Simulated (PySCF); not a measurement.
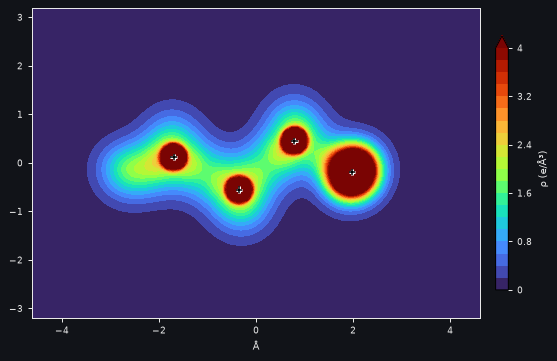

The total electron density on a plane through atoms (crosses mark nuclei in the plane).

Method: PBE0/pcSseg-1, SCF density, gas phase, non-relativistic (PySCF).

Candidates:
A. CH7AlN (SMILES C[NH][AlH3-]) (charge −1)
B. C7H11ClO2 (SMILES CC/C(C(=O)Cl)=C(\C)OC)
C. C3H4F2O (SMILES O=CCC(F)F)

Q: Which system is this?

A: Candidate C: C3H4F2O on the plane of atoms C3, C4 and F5, which holds C and F. C–F (1.35 Å): ρ is about 2.3 e/Å³ halfway, with its minimum of 1.8 e/Å³ about 0.5 Å from C. C–C (1.51 Å): ρ is about 1.7 e/Å³ halfway.
